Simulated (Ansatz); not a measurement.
The starting structures come from a database of crystals and need not be the phases stable at ambient conditions.

 Where the default PAW files enter, the runs use the earlier of Ansatz's two default sets.

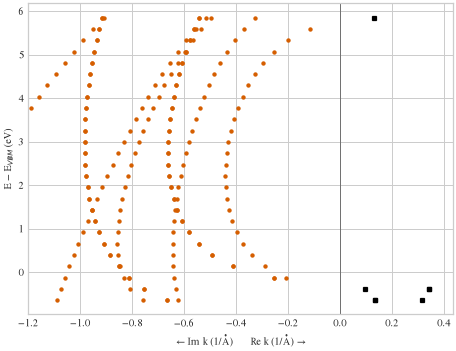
Fig. 1. Complex bands at the centre of the two-dimensional zone; r2SCAN (Ansatz, a first-principles code)

No gap correction and no spin-orbit coupling; mid-gap values are interpolated between computed energies.

Task: This is K$_{2}$MgCl$_{4}$ (I4/mmm, not sure to be the ambient phase, 7 atoms a cell, 27.1 Å³ an atom) along the normal of (001). Read off the slowest decay at the centre of the two-dimensional zone at 2.73 eV, the computed energy nearest the middle of the gap.

Result: κ ≈ 0.44 1/Å, a decay length 1/(2κ) of the density of 1.1 Å.
